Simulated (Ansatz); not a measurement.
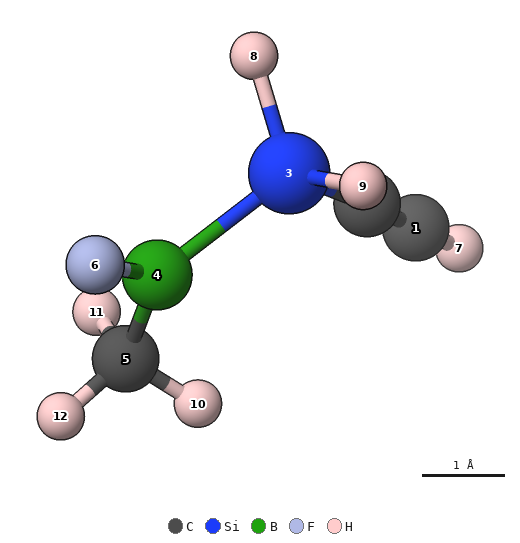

**Figure 1.** The input geometry (ball-and-stick view, seen at a tilt; atoms are numbered from 1 in the order of the input). Bond lengths as drawn: B–C 1.56 Å, B–F 1.34 Å, B–Si 2.06 Å, C–C 1.23 Å, C–H 1.08 to 1.12 Å, C–Si 1.84 Å and H–Si 1.51 Å.

## C$_{3}$H$_{6}$BFSi: geometry relaxation (part 1 of 2)

- system: C$_{3}$H$_{6}$BFSi, SMILES C#C[SiH2]B(C)F
- method: RKS PBE0-D4/def2-TZVP (Ansatz 0.2.0)

The geometry: PBE-D4/def2-SVP start. Figures and captions count atoms from 1; the log counts them from 0 in places.

## Log
```
Functional definition: PBE0
  name "PBE0"
  cite "Adamo & Barone, J. Chem. Phys. 110, 6158 (1999) doi:10.1063/1.478522"
  cite "Perdew, Burke & Ernzerhof, Phys. Rev. Lett. 77, 3865 (1996) doi:10.1103/PhysRevLett.77.3865"
  parent pbe
  parameter a = 0.25
  parameter kappa = 0.804
  parameter beta = 0.06672455060314922
  exchange = (1 - a)*pbe_x(kappa = kappa, mu = beta*pi^2/3) + a*exact_x
  correlation = pbe_c(beta = beta)
1397 factors; their error is unknown
mean field evaluation 1: about -14462.1270 eV, gradient 6.4e1 eV
mean field evaluation 2: about -14459.8164 eV, gradient 6.8e1 eV
mean field evaluation 4: about -14471.0075 eV, gradient 6.3e0 eV
mean field evaluation 8: about -14471.1382 eV, gradient 4.1e-1 eV
mean field evaluation 16: about -14471.1384 eV, gradient 2.2e-5 eV
mean field -14471.13840583 eV, -531.8045275242 hartree, gradient 2.2e-5 eV, S^2 0.000000; 0 other end points of the search recorded, 0 dependent functions left out
the calculation of the forces begins
reference -14471.13844242 eV, -531.8045288691 hartree; 26, 26 occupied and 202, 202 virtual orbitals, 1397 factors
relax step   1: F+E_penalty+E_count = -14471.35034864 eV  Δ(F+E_penalty+E_count) = +0.000e0 eV  max|allowed force component| = 1.561e0 eV/Å  Δτ_max = 0.0000 Å  (29 SCF iters, accepted)
these checks for a lower state are left out or cut short: starts, cluster_reference, orbital_swaps, neighbouring_geometries, increment
1397 factors; their error is unknown
mean field -14471.19483777 eV, -531.8066013598 hartree, gradient 1.1e-5 eV, S^2 0.000000; 0 other end points of the search recorded, 0 dependent functions left out
[... from here on the field's lines of each further geometry are left out, up to the last ...]
relax step   2: F+E_penalty+E_count = -14471.40783169 eV  Δ(F+E_penalty+E_count) = -5.748e-2 eV  max|allowed force component| = 1.507e-1 eV/Å  Δτ_max = 0.0405 Å  (34 SCF iters, accepted)
relax step   3: F+E_penalty+E_count = -14471.41064964 eV  Δ(F+E_penalty+E_count) = -2.818e-3 eV  max|allowed force component| = 5.586e-2 eV/Å  Δτ_max = 0.0119 Å  (34 SCF iters, accepted)
relax step   4: F+E_penalty+E_count = -14471.41071079 eV  Δ(F+E_penalty+E_count) = -6.116e-5 eV  max|allowed force component| = 3.878e-2 eV/Å  Δτ_max = 0.0161 Å  (34 SCF iters, accepted)
relax step   5: F+E_penalty+E_count = -14471.41088259 eV  Δ(F+E_penalty+E_count) = -1.718e-4 eV  max|allowed force component| = 9.516e-3 eV/Å  Δτ_max = 0.0044 Å  (35 SCF iters, accepted)
relax step   6: F+E_penalty+E_count = -14471.41092949 eV  Δ(F+E_penalty+E_count) = -4.689e-5 eV  max|allowed force component| = 8.710e-3 eV/Å  Δτ_max = 0.0048 Å  (35 SCF iters, accepted)
relax step   7: F+E_penalty+E_count = -14471.41089416 eV  Δ(F+E_penalty+E_count) = +3.533e-5 eV  max|allowed force component| = 3.529e-2 eV/Å  Δτ_max = 0.0102 Å  (34 SCF iters, rejected (line search))
relax step   8: F+E_penalty+E_count = -14471.41098300 eV  Δ(F+E_penalty+E_count) = -5.351e-5 eV  max|allowed force component| = 4.989e-3 eV/Å  Δτ_max = 0.0049 Å  (35 SCF iters, accepted)
relax step   9: F+E_penalty+E_count = -14471.41108369 eV  Δ(F+E_penalty+E_count) = -1.007e-4 eV  max|allowed force component| = 1.350e-2 eV/Å  Δτ_max = 0.0232 Å  (33 SCF iters, accepted)
relax step  10: F+E_penalty+E_count = -14471.41114252 eV  Δ(F+E_penalty+E_count) = -5.883e-5 eV  max|allowed force component| = 2.125e-2 eV/Å  Δτ_max = 0.0204 Å  (34 SCF iters, accepted)
relax step  11: F+E_penalty+E_count = -14471.41120516 eV  Δ(F+E_penalty+E_count) = -6.264e-5 eV  max|allowed force component| = 3.661e-2 eV/Å  Δτ_max = 0.0307 Å  (33 SCF iters, accepted)
relax step  12: F+E_penalty+E_count = -14471.41128561 eV  Δ(F+E_penalty+E_count) = -8.045e-5 eV  max|allowed force component| = 3.219e-2 eV/Å  Δτ_max = 0.0131 Å  (33 SCF iters, accepted)
relax step  13: F+E_penalty+E_count = -14471.41135757 eV  Δ(F+E_penalty+E_count) = -7.196e-5 eV  max|allowed force component| = 5.101e-2 eV/Å  Δτ_max = 0.0347 Å  (33 SCF iters, accepted)
relax step  14: F+E_penalty+E_count = -14471.41141423 eV  Δ(F+E_penalty+E_count) = -5.666e-5 eV  max|allowed force component| = 6.028e-2 eV/Å  Δτ_max = 0.0415 Å  (33 SCF iters, accepted)
relax step  15: F+E_penalty+E_count = -14471.41150307 eV  Δ(F+E_penalty+E_count) = -8.884e-5 eV  max|allowed force component| = 4.356e-2 eV/Å  Δτ_max = 0.0122 Å  (34 SCF iters, accepted)
relax step  16: F+E_penalty+E_count = -14471.41154341 eV  Δ(F+E_penalty+E_count) = -4.034e-5 eV  max|allowed force component| = 2.857e-2 eV/Å  Δτ_max = 0.0028 Å  (35 SCF iters, accepted)
relax step  17: F+E_penalty+E_count = -14471.41158234 eV  Δ(F+E_penalty+E_count) = -3.893e-5 eV  max|allowed force component| = 1.313e-2 eV/Å  Δτ_max = 0.0097 Å  (34 SCF iters, accepted)
relax step  18: F+E_penalty+E_count = -14471.41161651 eV  Δ(F+E_penalty+E_count) = -3.418e-5 eV  max|allowed force component| = 1.533e-2 eV/Å  Δτ_max = 0.0166 Å  (34 SCF iters, accepted)
relax step  19: F+E_penalty+E_count = -14471.41162625 eV  Δ(F+E_penalty+E_count) = -9.733e-6 eV  max|allowed force component| = 3.962e-2 eV/Å  Δτ_max = 0.0516 Å  (32 SCF iters, accepted)
relax step  20: F+E_penalty+E_count = -14471.41167250 eV  Δ(F+E_penalty+E_count) = -4.625e-5 eV  max|allowed force component| = 8.993e-3 eV/Å  Δτ_max = 0.0155 Å  (34 SCF iters, accepted)
relax step  21: F+E_penalty+E_count = -14471.41168284 eV  Δ(F+E_penalty+E_count) = -1.034e-5 eV  max|allowed force component| = 1.161e-2 eV/Å  Δτ_max = 0.0086 Å  (34 SCF iters, accepted)
relax step  22: F+E_penalty+E_count = -14471.41170553 eV  Δ(F+E_penalty+E_count) = -2.270e-5 eV  max|allowed force component| = 7.959e-3 eV/Å  Δτ_max = 0.0208 Å  (34 SCF iters, accepted)
relax step  23: F+E_penalty+E_count = -14471.41171310 eV  Δ(F+E_penalty+E_count) = -7.570e-6 eV  max|allowed force component| = 1.116e-2 eV/Å  Δτ_max = 0.0163 Å  (34 SCF iters, accepted)
relax step  24: F+E_penalty+E_count = -14471.41171600 eV  Δ(F+E_penalty+E_count) = -2.893e-6 eV  max|allowed force component| = 7.155e-3 eV/Å  Δτ_max = 0.0027 Å  (35 SCF iters, accepted)
the calculation of the forces begins
reference -14471.19885936 eV, -531.8067491507 hartree; 26, 26 occupied and 202, 202 virtual orbitals, 1397 factors
relax step  25: F+E_penalty+E_count = -14471.41171824 eV  Δ(F+E_penalty+E_count) = -2.246e-6 eV  max|allowed force component| = 2.818e-3 eV/Å  Δτ_max = 0.0008 Å  (35 SCF iters, accepted)
1397 factors; their error is unknown
mean field evaluation 192: about -14471.1988 eV, gradient 9.9e-6 eV
```

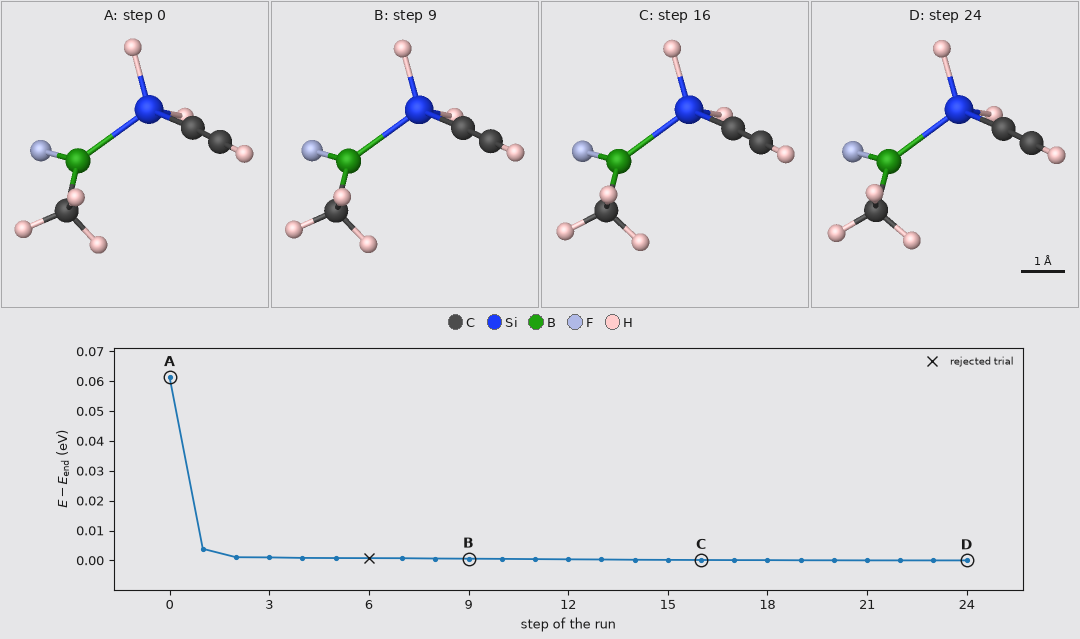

**Figure 2.** Frames of the relaxation (ball-and-stick view, seen at a tilt) above the curves, on which the letters mark them (the first geometry is step 0 here and step 1 in the log).

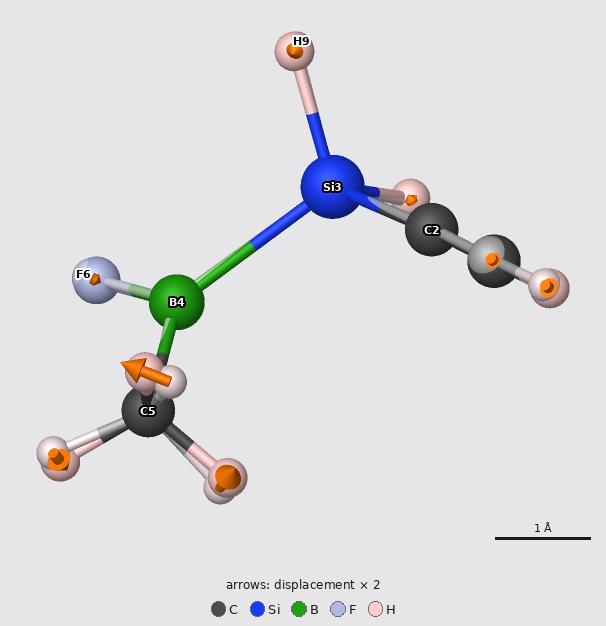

**Figure 3.** Start (faint) and end (solid) with the displacements as orange arrows, magnified 2 times (ball-and-stick view, seen at a tilt). The two geometries are laid on each other by the best rigid fit. The largest move after the best rigid fit is that of H10, 0.29 Å. By element the largest moves are H 0.29 Å, C 0.08 Å, F 0.05 Å, B 0.03 Å, Si 0.02 Å. Among the contacts that change: C1–C2 1.230 → 1.207 Å, Si3–H8 1.509 → 1.489 Å, C5–H11 1.115 → 1.096 Å, C5–H12 1.108 → 1.092 Å. Among the angles that change: B4–C5–H11 107.5° → 109.7°. Over 24 geometry steps the energy falls by 0.061 eV. The largest force component goes from 1.6 to 0.0028 eV/Å. The line search rejected the trial step at point 6 (counted from 0) and went back. (Atoms are counted from 1 in the order of the input.)

```
mean field -14471.19882303 eV, -531.8067478153 hartree, gradient 9.9e-6 eV, S^2 0.000000; 1 other end points of the search recorded, 0 dependent functions left out
the calculation of the forces begins
reference -14471.19885936 eV, -531.8067491507 hartree; 26, 26 occupied and 202, 202 virtual orbitals, 1397 factors
Total energy: -14471.41175458 eV, -531.8145729055 hartree
Atom 0 at    -2.116029    -1.529774    -0.969379 Å, force    -0.000118    -0.001108     0.000450 eV/Å
Atom 1 at    -1.132603    -1.433752    -0.276811 Å, force    -0.000108     0.000333    -0.000094 eV/Å
Atom 2 at     0.364443    -1.218838     0.750835 Å, force    -0.000194    -0.000840    -0.000133 eV/Å
Atom 3 at     1.095917     0.680646     0.543705 Å, force     0.002271     0.000796     0.002098 eV/Å
Atom 4 at     0.461304     1.769941    -0.363589 Å, force    -0.001629     0.000500    -0.002818 eV/Å
Atom 5 at     2.189571     0.965717     1.247396 Å, force    -0.001700    -0.000722    -0.001145 eV/Å
Atom 6 at    -2.985994    -1.624612    -1.578065 Å, force     0.000307     0.000762    -0.000273 eV/Å
Atom 7 at     1.375504    -2.225718     0.326512 Å, force     0.000193     0.000234    -0.000360 eV/Å
Atom 8 at     0.006566    -1.498041     2.168570 Å, force    -0.000204     0.000437     0.000321 eV/Å
Atom 9 at    -0.584992     1.927800    -0.076888 Å, force     0.001578    -0.000372    -0.000036 eV/Å
Atom 10 at     0.412879     1.406730    -1.397002 Å, force     0.000001     0.000867     0.001834 eV/Å
Atom 11 at     0.990333     2.724701    -0.341282 Å, force    -0.000398    -0.000887     0.000157 eV/Å
Dipole moment:    -0.207543     0.152992    -0.215870 e Å
```

## Trajectory as extended XYZ (Å, eV, eV/Å), 18 of the 25 frames kept, from step=1 to step=25
```
12
Properties=species:S:1:pos:R:3:forces:R:3 step=1 energy=-14471.35035
C    -2.1735   -1.4952   -0.9319    1.3418   0.0804   0.9036
C    -1.1541   -1.4254   -0.2480   -1.5609  -0.0776  -1.0548
Si    0.3801   -1.2258    0.7538   -0.0007  -0.2464   0.0861
B     1.0965    0.6919    0.5687    0.1901   0.1612   0.0871
C     0.4622    1.7620   -0.3774   -0.0832   0.1407  -0.2018
F     2.1866    0.9964    1.2912   -0.4352  -0.1073  -0.2920
H    -3.0721   -1.5690   -1.5306    0.5051   0.0383   0.3365
H     1.4003   -2.2317    0.2797   -0.2448   0.2362   0.0781
H     0.0657   -1.5554    2.1920    0.0411   0.0911  -0.3344
H    -0.6456    1.7641   -0.3014    0.5346   0.0162  -0.0167
H     0.6704    1.4467   -1.4268   -0.0891   0.1573   0.4742
H     0.8604    2.7863   -0.2352   -0.1990  -0.4902  -0.0659
12
Properties=species:S:1:pos:R:3:forces:R:3 step=2 energy=-14471.40783
C    -2.1494   -1.4946   -0.9178   -0.1319  -0.0229  -0.0849
C    -1.1496   -1.4249   -0.2459    0.0995   0.0222   0.0639
Si    0.3763   -1.2272    0.7525   -0.0845  -0.0674  -0.0343
B     1.0814    0.6852    0.5597    0.1226   0.0624   0.0593
C     0.4612    1.7600   -0.3785   -0.0382   0.0245  -0.0833
F     2.1664    0.9837    1.2790   -0.1449  -0.0215  -0.0965
H    -3.0372   -1.5691   -1.5102    0.1263   0.0109   0.0834
H     1.3824   -2.2205    0.2712   -0.0494   0.0608   0.0370
H     0.0521   -1.5459    2.1746    0.0294   0.0211  -0.0793
H    -0.6342    1.7767   -0.2982    0.1507   0.0051  -0.0052
H     0.6616    1.4531   -1.4196   -0.0309   0.0481   0.1462
H     0.8657    2.7684   -0.2328   -0.0488  -0.1432  -0.0063
12
Properties=species:S:1:pos:R:3:forces:R:3 step=4 energy=-14471.41071
C    -2.1503   -1.5055   -0.9199    0.0107  -0.0094   0.0093
C    -1.1509   -1.4278   -0.2482   -0.0018   0.0115  -0.0024
Si    0.3694   -1.2239    0.7472   -0.0178   0.0030   0.0058
B     1.0783    0.6861    0.5599    0.0388  -0.0197  -0.0382
C     0.4645    1.7622   -0.3764   -0.0077   0.0009   0.0080
F     2.1644    0.9795    1.2719   -0.0090   0.0063   0.0156
H    -3.0341   -1.5864   -1.5099   -0.0089   0.0001  -0.0067
H     1.3767   -2.2126    0.2744    0.0078   0.0016  -0.0013
H     0.0510   -1.5372    2.1665   -0.0039  -0.0050   0.0077
H    -0.6249    1.7943   -0.2853   -0.0113   0.0054   0.0016
H     0.6510    1.4557   -1.4145   -0.0005  -0.0040  -0.0032
H     0.8820    2.7604   -0.2318    0.0038   0.0094   0.0038
12
Properties=species:S:1:pos:R:3:forces:R:3 step=5 energy=-14471.41088
C    -2.1513   -1.5063   -0.9188    0.0055  -0.0094   0.0059
C    -1.1513   -1.4280   -0.2480   -0.0065   0.0095  -0.0080
Si    0.3694   -1.2242    0.7464   -0.0048  -0.0006   0.0008
B     1.0805    0.6849    0.5567    0.0068  -0.0052  -0.0029
C     0.4655    1.7626   -0.3771    0.0027  -0.0018  -0.0054
F     2.1617    0.9803    1.2753    0.0007   0.0024   0.0048
H    -3.0358   -1.5876   -1.5082   -0.0011   0.0009  -0.0014
H     1.3771   -2.2129    0.2740    0.0027  -0.0012  -0.0001
H     0.0505   -1.5370    2.1661   -0.0001   0.0000   0.0028
H    -0.6242    1.7932   -0.2867   -0.0040   0.0020   0.0033
H     0.6532    1.4588   -1.4160   -0.0034   0.0009  -0.0022
H     0.8817    2.7611   -0.2297    0.0016   0.0027   0.0024
12
Properties=species:S:1:pos:R:3:forces:R:3 step=7 energy=-14471.41089 accepted=F
C    -2.1515   -1.5108   -0.9210   -0.0005   0.0008  -0.0013
C    -1.1510   -1.4236   -0.2522    0.0012  -0.0109   0.0041
Si    0.3684   -1.2226    0.7449   -0.0061  -0.0045   0.0061
B     1.0823    0.6838    0.5564    0.0191   0.0115  -0.0353
C     0.4689    1.7626   -0.3780   -0.0251   0.0096   0.0228
F     2.1621    0.9792    1.2768    0.0052   0.0025   0.0144
H    -3.0363   -1.5973   -1.5091   -0.0007   0.0003  -0.0017
H     1.3763   -2.2131    0.2762   -0.0026  -0.0007  -0.0014
H     0.0469   -1.5322    2.1648   -0.0032  -0.0039  -0.0004
H    -0.6201    1.7974   -0.2740    0.0046   0.0072  -0.0044
H     0.6420    1.4617   -1.4197    0.0045  -0.0110  -0.0001
H     0.8890    2.7597   -0.2312    0.0037  -0.0009  -0.0028
```
